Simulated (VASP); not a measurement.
# Rb: surface energy and work function by face, part 3 of 4

Which face of Rb is cheapest, and which holds its electrons hardest?

VASP 6.6.1; r2SCAN; plane waves and PAW (Rb_pv).

So far. Step 4 (Relaxing the slab, 7 atoms, face Rb(110)): The start already met the threshold, so nothing moved, which says little where the restoring forces are soft. Step 5 (Potential and states of the slab, 7 atoms, face Rb(110)): The vacuum level lies 2.17 eV above the Fermi level at the upper face; both faces agree, as the slab has next to no dipole.

## Step 6: Surface relaxation, 9 atoms, face Rb(100)

System of this step: Rb(100). The cell holds 9 atoms: 9 Rb. Its edges and angles: a = 5.746 Å, b = 5.746 Å, c = 37.984 Å, α = 90.0°, β = 90.0°, γ = 90.0°. It derives from Rb. 9 layers of bcc Rb, cut at this functional's lattice. Vacuum lies along c.

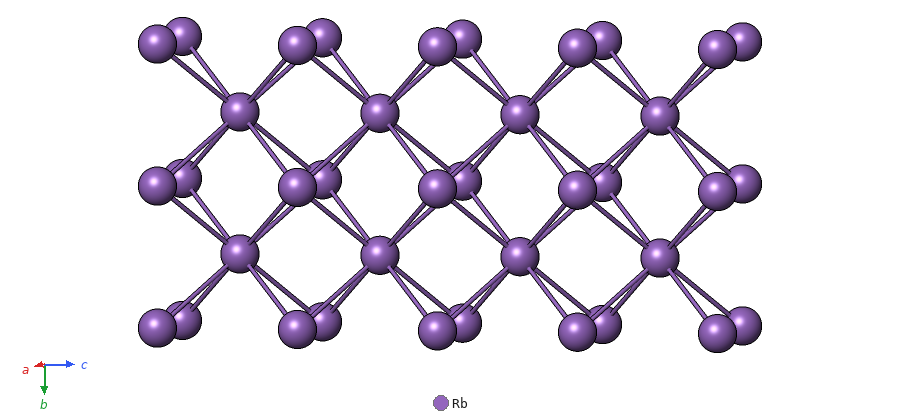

The cell of this step (rubidium purple). 1×2×1 cells are drawn. Some periodic images of atoms are drawn too.

INCAR reads:

```
SYSTEM = Rb
PREC = Normal
ENCUT = 320
EDIFF = 1E-05
NELM = 120
ISMEAR = 1
SIGMA = 0.15
LREAL = .FALSE.
ALGO = Normal
METAGGA = R2SCAN
LASPH = .TRUE.
NBANDS = 40
LORBIT = 11
LWAVE = .FALSE.
LCHARG = .FALSE.
KPAR = 2
NCORE = 2
IBRION = 2
NSW = 40
ISIF = 2
EDIFFG = -0.03
POTIM = 0.4
MAXMIX = 40
```

POSCAR reads:

```
Rb
1.0
    5.7460913894      0.0000000000      0.0000000000
    0.0000000000      5.7460913894      0.0000000000
    0.0000000000      0.0000000000     37.9843655576
Rb
9
Direct
    0.0000000000      0.0000000000      0.1974496600
    0.5000000000      0.5000000000      0.2730872400
    0.0000000000      0.0000000000      0.3487248300
    0.5000000000      0.5000000000      0.4243624100
    0.0000000000      0.0000000000      0.5000000000
    0.5000000000      0.5000000000      0.5756375900
    0.0000000000      0.0000000000      0.6512751700
    0.5000000000      0.5000000000      0.7269127600
    0.0000000000      0.0000000000      0.8025503400
```

KPOINTS reads:

```
Automatic mesh
0
Gamma
5 5 1
0 0 0
```

Potentials, in the order of the species: Rb_pv (PBE family, release 64).

On the command line:

```
> mpirun -np 4 vasp_std
```

The log of the run:

```text
[banner, memory and clock lines left out]
running    4 mpi-ranks, on    1 nodes
 distrk:  each k-point on    2 cores,    2 groups
 distr:  one band on    2 cores,    1 groups

 POSCAR found type information on POSCAR Rb
 POSCAR found :  1 types and       9 ions
 [... a notice as in an earlier step ...]

 LDA part: xc-table for (None), standard interpolation
 POSCAR, INCAR and KPOINTS ok, starting setup
 FFT: planning ... GRIDC
 FFT: planning ... GRID_SOFT
 FFT: planning ... GRID
 WAVECAR not read
 entering main loop
       N       E                     dE             d eps       ncg     rms          rms(c)
DAV:   1    -0.117855410459E+02   -0.11786E+02   -0.19743E+04   688   0.758E+02
DAV:   2    -0.127606944209E+03   -0.11582E+03   -0.11080E+03   536   0.144E+02
DAV:   3    -0.131346656091E+03   -0.37397E+01   -0.35321E+01   584   0.176E+01
DAV:   4    -0.131509107054E+03   -0.16245E+00   -0.16213E+00   584   0.279E+00
DAV:   5    -0.131519119973E+03   -0.10013E-01   -0.10012E-01   624   0.476E-01    0.367E+00
DAV:   6    -0.124868961158E+03    0.66502E+01   -0.49676E+00   576   0.990E+00    0.339E+00
DAV:   7    -0.124565572008E+03    0.30339E+00   -0.26677E+00   552   0.324E+00    0.304E+00
DAV:   8    -0.124597061950E+03   -0.31490E-01   -0.32327E-01   552   0.213E+00    0.158E+00
DAV:   9    -0.124615254382E+03   -0.18192E-01   -0.12934E-01   528   0.135E+00    0.253E-01
DAV:  10    -0.124612498894E+03    0.27555E-02   -0.22491E-02   552   0.597E-01    0.122E-01
DAV:  11    -0.124614737995E+03   -0.22391E-02   -0.70631E-03   520   0.321E-01    0.736E-02
DAV:  12    -0.124615509565E+03   -0.77157E-03   -0.13665E-03   560   0.130E-01    0.547E-02
DAV:  13    -0.124616367047E+03   -0.85748E-03   -0.18239E-03   488   0.138E-01    0.215E-02
DAV:  14    -0.124616661221E+03   -0.29417E-03   -0.38076E-04   544   0.636E-02    0.181E-02
DAV:  15    -0.124617142253E+03   -0.48103E-03   -0.43796E-04   384   0.514E-02    0.107E-02
DAV:  16    -0.124617263579E+03   -0.12133E-03   -0.99303E-05   408   0.346E-02    0.820E-03
DAV:  17    -0.124617399748E+03   -0.13617E-03   -0.79789E-05   352   0.232E-02    0.492E-03
DAV:  18    -0.124617515675E+03   -0.11593E-03   -0.53766E-05   408   0.179E-02    0.274E-03
DAV:  19    -0.124617584630E+03   -0.68955E-04   -0.20023E-05   368   0.990E-03    0.219E-03
DAV:  20    -0.124617635207E+03   -0.50577E-04   -0.11955E-05   360   0.760E-03    0.117E-03
DAV:  21    -0.124617677182E+03   -0.41975E-04   -0.10586E-05   344   0.626E-03    0.661E-04
DAV:  22    -0.124617685926E+03   -0.87445E-05   -0.20152E-06   336   0.316E-03
   1 F= -.12461769E+03 E0= -.12461854E+03  d E =-.124618E+03
 curvature:   0.00 expect dE= 0.000E+00 dE for cont linesearch  0.000E+00
 trial: gam= 0.00000 g(F)=  0.804E-04 g(S)=  0.000E+00 ort = 0.000E+00 (trialstep = 0.100E+01)
 search vector abs. value=  0.804E-04
 reached required accuracy - stopping structural energy minimisation
```

Run time: 1.9 min. Hardware: 4 MPI ranks of Intel Xeon 6975P-C (Granite Rapids), shared host; peak memory 1.2 GiB; 7.5 min of CPU time.

OUTCAR, selected parts (step 6):

```text
   k-points           NKPTS =      6   k-points in BZ     NKDIM =      6   number of bands    NBANDS=     40

   ENCUT  =  320.0 eV  23.52 Ry    4.85 a.u.   8.38  8.38 55.40*2*pi/ulx,y,z

   NELECT =      63.0000    total number of electrons

 E-fermi :  -1.3223

 k-point     1 :       0.0000    0.0000    0.0000
  band No.  band energies     occupation
    ...
     29      -3.1865      2.00000
     30      -2.9128      2.00000
     31      -2.5206      2.00000
     32      -2.0727      2.00000
     33      -1.5723      2.04003
     34      -1.0927     -0.05256
     35      -0.6267     -0.00000
     36      -0.2341     -0.00000
     37       0.0222     -0.00000
     38       0.1529     -0.00000
    ...

  Total       -0.5353470     -0.5353470      0.2256512      0.0000000      0.0000000      0.0000000
  in kB       -0.6839054     -0.6839054      0.2882692      0.0000000      0.0000000      0.0000000
  external PRESSURE =      -0.3598472 kB  Pullay stress =       0.0000000 kB

 POSITION                                       TOTAL-FORCE (eV/Angst)
 -----------------------------------------------------------------------------------
      0.00000      0.00000      7.50000        -0.000000      0.000000     -0.024820
      2.87305      2.87305     10.37305         0.000000     -0.000000      0.017151
      0.00000      0.00000     13.24609        -0.000000      0.000000      0.006716
      2.87305      2.87305     16.11914        -0.000000      0.000000     -0.009308
      0.00000      0.00000     18.99218         0.000000      0.000000     -0.000000
      2.87305      2.87305     21.86523         0.000000      0.000000      0.009308
      0.00000      0.00000     24.73827         0.000000      0.000000     -0.006716
      2.87305      2.87305     27.61132         0.000000     -0.000000     -0.017151
      0.00000      0.00000     30.48437         0.000000      0.000000      0.024820
 -----------------------------------------------------------------------------------
    total drift:                               -0.000000      0.000000      0.000000

  FREE ENERGIE OF THE ION-ELECTRON SYSTEM (eV)
  ---------------------------------------------------
  free  energy   TOTEN  =      -124.6176859264 eV

  energy  without entropy=     -124.6202430990  energy(sigma->0) =     -124.61853832

[... 1 part as in an earlier step ...]

[... 15 further parts left out ...]
```

The run keeps the 16 symmetry operations of its start, so it cannot find a distortion of lower symmetry.

Hardly anything moved in the relaxation; the energy changed by under 0.2 meV an atom.

This step gave:

```yaml
electronic_steps: 22
electrons: 63
free_energy_toten: -124.6177 eV
energy_at_zero_smearing: -124.6185 eV
```

The start already met the threshold, so nothing moved, which says little where the restoring forces are soft.

## Step 7: Vacuum level and density of states, 9 atoms, face Rb(100)

INCAR reads:

```
SYSTEM = Rb
PREC = Normal
ENCUT = 320
EDIFF = 1E-06
NELM = 120
ISMEAR = 1
SIGMA = 0.15
LREAL = .FALSE.
ALGO = Normal
METAGGA = R2SCAN
LASPH = .TRUE.
NBANDS = 40
LORBIT = 11
LWAVE = .FALSE.
LCHARG = .TRUE.
KPAR = 2
NCORE = 2
IDIPOL = 3
LDIPOL = .TRUE.
DIPOL = 0.5 0.5 0.5
LVHAR = .TRUE.
LVACPOTAV = .TRUE.
NEDOS = 1500
```

POSCAR is that of step 6.

KPOINTS is that of step 6.

On the command line:

```
> mpirun -np 4 vasp_std
```

The log of the run:

```text
[... set-up lines as in an earlier step ...]
 entering main loop
       N       E                     dE             d eps       ncg     rms          rms(c)
DAV:   1    -0.117855410458E+02   -0.11786E+02   -0.19743E+04   688   0.758E+02
[... 5 cycles as in an earlier step ...]
DAV:   7    -0.124565572009E+03    0.30339E+00   -0.26677E+00   552   0.324E+00    0.304E+00
[... 6 cycles as in an earlier step ...]
DAV:  14    -0.124616661222E+03   -0.29417E-03   -0.38076E-04   544   0.636E-02    0.181E-02
DAV:  15    -0.124617142304E+03   -0.48108E-03   -0.43847E-04   480   0.514E-02    0.106E-02
DAV:  16    -0.124617261948E+03   -0.11964E-03   -0.95034E-05   456   0.332E-02    0.814E-03
DAV:  17    -0.124617395781E+03   -0.13383E-03   -0.78985E-05   496   0.229E-02    0.507E-03
DAV:  18    -0.124617510898E+03   -0.11512E-03   -0.50535E-05   416   0.158E-02    0.262E-03
DAV:  19    -0.124617587376E+03   -0.76478E-04   -0.26426E-05   408   0.105E-02    0.227E-03
DAV:  20    -0.124617648626E+03   -0.61250E-04   -0.15590E-05   360   0.805E-03    0.975E-04
DAV:  21    -0.124617677608E+03   -0.28982E-04   -0.65180E-06   336   0.482E-03    0.741E-04
DAV:  22    -0.124617686461E+03   -0.88535E-05   -0.22195E-06   360   0.329E-03    0.322E-04
DAV:  23    -0.124617689790E+03   -0.33292E-05   -0.10202E-06   336   0.263E-03    0.164E-04
DAV:  24    -0.124617690465E+03   -0.67417E-06   -0.24421E-07   368   0.179E-03
 [... a notice as in an earlier step ...]

   1 F= -.12461769E+03 E0= -.12461854E+03  d E =0.255605E-02
```

Wall time 2 min (4 MPI ranks); peak memory 1.3 GiB.

Parts of OUTCAR (step 7):

```text
   NELECT =      63.0000    total number of electrons

 E-fermi :  -1.3222

 k-point     1 :       0.0000    0.0000    0.0000
  band No.  band energies     occupation
    ...
     29      -3.1864      2.00000
     30      -2.9127      2.00000
     31      -2.5205      2.00000
     32      -2.0726      2.00000
     33      -1.5722      2.04004
     34      -1.0926     -0.05252
     35      -0.6267     -0.00000
     36      -0.2337     -0.00000
     37       0.0222     -0.00000
     38       0.1529     -0.00000
    ...

  Total       -0.5352458     -0.5352458      0.2256368      0.0000000      0.0000000     -0.0000000
  in kB       -0.6837761     -0.6837761      0.2882509      0.0000000      0.0000000     -0.0000000
  external PRESSURE =      -0.3597671 kB  Pullay stress =       0.0000000 kB

 POSITION                                       TOTAL-FORCE (eV/Angst)
 -----------------------------------------------------------------------------------
      0.00000      0.00000      7.50000        -0.000000      0.000000     -0.024759
      2.87305      2.87305     10.37305        -0.000000      0.000000      0.017257
      0.00000      0.00000     13.24609        -0.000000     -0.000000      0.006739
      2.87305      2.87305     16.11914        -0.000000     -0.000000     -0.009365
      0.00000      0.00000     18.99218        -0.000000     -0.000000      0.000000
      2.87305      2.87305     21.86523        -0.000000      0.000000      0.009365
      0.00000      0.00000     24.73827         0.000000     -0.000000     -0.006739
      2.87305      2.87305     27.61132         0.000000      0.000000     -0.017257
      0.00000      0.00000     30.48437         0.000000     -0.000000      0.024759
 -----------------------------------------------------------------------------------
    total drift:                               -0.000000      0.000000      0.000000

  FREE ENERGIE OF THE ION-ELECTRON SYSTEM (eV)
  ---------------------------------------------------
  free  energy   TOTEN  =      -124.6176904645 eV

  energy  without entropy=     -124.6202465181  energy(sigma->0) =     -124.61854248

 vacuum level on the upper side and lower side of the slab         0.728         0.728

[... 10 parts as in an earlier step ...]

[... 8 further parts left out ...]
```

This step gave:

```
electronic steps                           : 24
vacuum levels                              : 0.728, 0.728 eV
work functions of the upper and lower face : 2.050, 2.050 eV
```

The planar average of the electrostatic potential oscillates, so the rows of the table below give means over windows of 2 Å about each position, cut where the curve ends. Its maxima inside the range that stand out by 2 % of the span (Å: eV): 10.2: 1.12, 13.5: 1.12, 16.1: 1.17, 19.0: 1.06, 21.9: 1.17, 24.5: 1.12, 27.8: 1.12. Its minima: 8.6: 0.918, 11.6: 0.885, 14.5: 0.988, 17.7: 0.917, 20.2: 0.917, 23.5: 0.988, 26.3: 0.885, 29.4: 0.918.

Zero at the Fermi level. Planar average of the electrostatic potential against height; means over each step:

| height (Å) | planar average of the electrostatic potential (eV) |
| --- | --- |
| 0 | 2.06 |
| 2 | 2.06 |
| 4 | 2.00 |
| 6 | 1.36 |
| 8 | 0.953 |
| 10 | 1.06 |
| 12 | 0.958 |
| 14 | 1.06 |
| 16 | 1.11 |
| 18 | 0.982 |
| 20 | 0.982 |
| 22 | 1.11 |
| 24 | 1.06 |
| 26 | 0.957 |
| 28 | 1.06 |
| 30 | 0.953 |
| 32 | 1.36 |
| 34 | 2.00 |
| 36 | 2.06 |

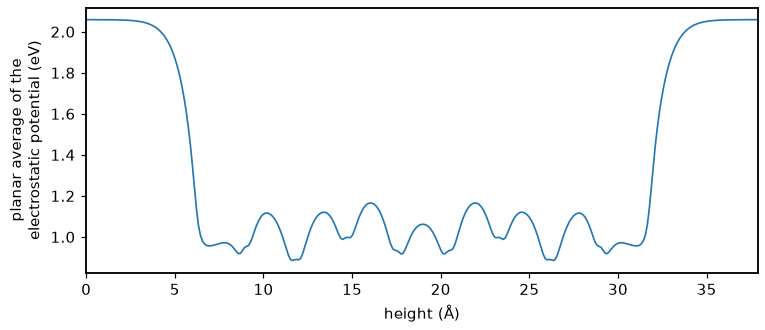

Planar average of the electrostatic potential, plotted against height.

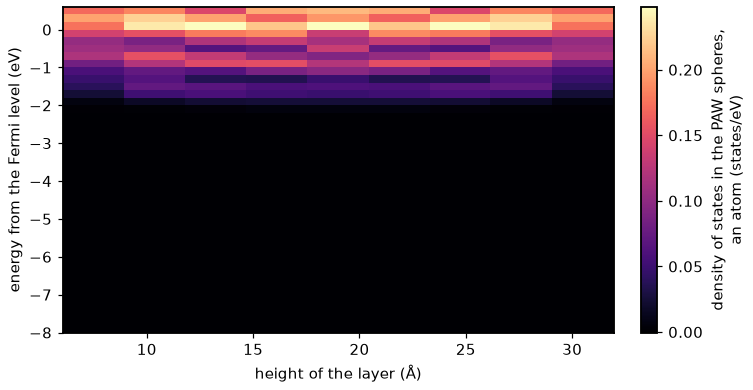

Density of states in the PAW spheres, an atom over height of the layer and energy from the Fermi level.

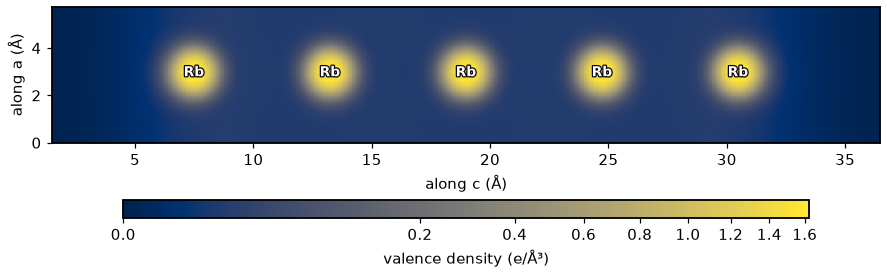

Valence density in the ca plane at fractional y = 0.000, with atoms of Rb within 0.2 Å of it. It is the smooth field of the valence electrons, not physical close to the nuclei. The map starts off the cell's origin, so that atoms lie inside it. The colour scale is stretched toward low values. The far vacuum is left out of the map.

The map of layer states is cut here 0.5 eV above the Fermi level, so it leaves out the states above that.

The vacuum level lies 2.05 eV above the Fermi level at the upper face; both faces agree, as the slab has next to no dipole.

The program warns that it found no field-free vacuum at its default tolerance, so these levels carry more doubt.

On this mesh the fine structure of the density of states is sampling noise, and high empty states may be cut by the number of bands.

## Step 8: Surface relaxation, 11 atoms, face Rb(111)

System of this step: Rb(111). The cell holds 11 atoms: 11 Rb. Cell: a = 8.126 Å, b = 8.126 Å, c = 31.588 Å, α = 90.0°, β = 90.0°, γ = 60.0°. It derives from Rb. 11 layers of bcc Rb, cut at this functional's lattice. Vacuum lies along c.

INCAR reads:

```
SYSTEM = Rb
PREC = Normal
ENCUT = 320
EDIFF = 1E-05
NELM = 120
ISMEAR = 1
SIGMA = 0.15
LREAL = .FALSE.
ALGO = Normal
METAGGA = R2SCAN
LASPH = .TRUE.
NBANDS = 49
LORBIT = 11
LWAVE = .FALSE.
LCHARG = .FALSE.
KPAR = 4
IBRION = 2
NSW = 40
ISIF = 2
EDIFFG = -0.03
POTIM = 0.4
MAXMIX = 40
```

POSCAR reads:

```
Rb
1.0
    8.1262003735      0.0000000000      0.0000000000
    4.0631001868      7.0374959597      0.0000000000
    0.0000000000      0.0000000000     31.5875370523
Rb
11
Direct
    0.6666666700      0.6666666700      0.2374354200
    0.0000000000      0.0000000000      0.2899483300
    0.3333333300      0.3333333300      0.3424612500
    0.6666666700      0.6666666700      0.3949741700
    0.0000000000      0.0000000000      0.4474870800
    0.3333333300      0.3333333300      0.5000000000
    0.6666666700      0.6666666700      0.5525129200
    0.0000000000      0.0000000000      0.6050258300
    0.3333333300      0.3333333300      0.6575387500
    0.6666666700      0.6666666700      0.7100516700
    0.0000000000      0.0000000000      0.7625645800
```

KPOINTS reads:

```
Automatic mesh
0
Gamma
6 6 1
0 0 0
```

On the command line:

```
> mpirun -np 4 vasp_std
```

The log of the run:

```text
[banner, memory and clock lines left out]
running    4 mpi-ranks, on    1 nodes
[...]
[... a notice as in an earlier step ...]

 LDA part: xc-table for (None), standard interpolation
 POSCAR, INCAR and KPOINTS ok, starting setup
[...]
entering main loop
       N       E                     dE             d eps       ncg     rms          rms(c)
DAV:   1    -0.245450604415E+02   -0.24545E+02   -0.23735E+04  1022   0.737E+02
DAV:   2    -0.155625329612E+03   -0.13108E+03   -0.12675E+03   766   0.136E+02
DAV:   3    -0.160351560875E+03   -0.47262E+01   -0.44987E+01   820   0.176E+01
DAV:   4    -0.160601802506E+03   -0.25024E+00   -0.24913E+00   852   0.294E+00
[...]
DAV:  21    -0.152022609690E+03   -0.13647E-04   -0.19051E-06   483   0.340E-03    0.693E-04
DAV:  22    -0.152022625976E+03   -0.16285E-04   -0.70568E-06   489   0.550E-03    0.297E-04
DAV:  23    -0.152022627248E+03   -0.12721E-05   -0.41451E-07   476   0.216E-03
   1 F= -.15202263E+03 E0= -.15202019E+03  d E =-.152023E+03
[... from here on, the cycles between the ionic steps are left out ...]
   2 F= -.15202291E+03 E0= -.15202049E+03  d E =-.282054E-03
   3 F= -.15202375E+03 E0= -.15202136E+03  d E =-.112593E-02
   4 F= -.15202534E+03 E0= -.15202303E+03  d E =-.271552E-02
   5 F= -.15202831E+03 E0= -.15202614E+03  d E =-.567958E-02
   6 F= -.15203341E+03 E0= -.15203153E+03  d E =-.107778E-01
[...]
reached required accuracy - stopping structural energy minimisation
```

Run time: 8.7 min. Hardware: 4 MPI ranks; peak memory 2.6 GiB; 34 min of CPU time.

From OUTCAR (step 8):

```text
  Total       -0.2540318     -0.2540318     -0.3788497     -0.0000000      0.0000000      0.0000000
  in kB       -0.2253083     -0.2253083     -0.3360130     -0.0000000      0.0000000      0.0000000
  external PRESSURE =      -0.2622099 kB  Pullay stress =       0.0000000 kB

 POSITION                                       TOTAL-FORCE (eV/Angst)
 -----------------------------------------------------------------------------------
      8.12620      4.69166      7.55832        -0.000000      0.000000      0.017206
     12.18930      7.03750      9.20799        -0.000000      0.000000      0.016141
      4.06310      2.34583     10.74187         0.000000      0.000000     -0.022687
      8.12620      4.69166     12.46542         0.000000      0.000000      0.005666
     12.18930      7.03750     14.12410         0.000000     -0.000000      0.003753
      4.06310      2.34583     15.79377        -0.000000     -0.000000     -0.000000
      8.12620      4.69166     17.46344        -0.000000      0.000000     -0.003753
      0.00000      0.00000     19.12212        -0.000000     -0.000000     -0.005666
      4.06310      2.34583     20.84566        -0.000000     -0.000000      0.022687
      8.12620      4.69166     22.37955         0.000000      0.000000     -0.016141
      0.00000      0.00000     24.02921         0.000000      0.000000     -0.017206
 -----------------------------------------------------------------------------------
    total drift:                               -0.000004     -0.000002     -0.000002

  FREE ENERGIE OF THE ION-ELECTRON SYSTEM (eV)
  ---------------------------------------------------
  free  energy   TOTEN  =      -152.0334050092 eV

  energy  without entropy=     -152.0277720687  energy(sigma->0) =     -152.03152736

[... 1 part as in an earlier step ...]

[... 3 further parts left out ...]
[key lines of the parts left out:]
E-fermi :  -1.3922
```

The run keeps the 12 symmetry operations of its start, so it cannot find a distortion of lower symmetry.

[end of part 3 of 4]

[Lines on the potential files, build, host, timing and source positions are cut from VASP's logs without a mark.]

[Logs are printed without paths, hosts, clocks, repeated set-up lines and the standing remarks that a program may print on its own settings, such as how far it seeks lower states.]

[Hosts, paths, dates, database ids (printed as entryN), source tags and the programs' standing remarks are cut or masked in the printed files.]

[Runs that stopped without an error message from VASP are left out.]
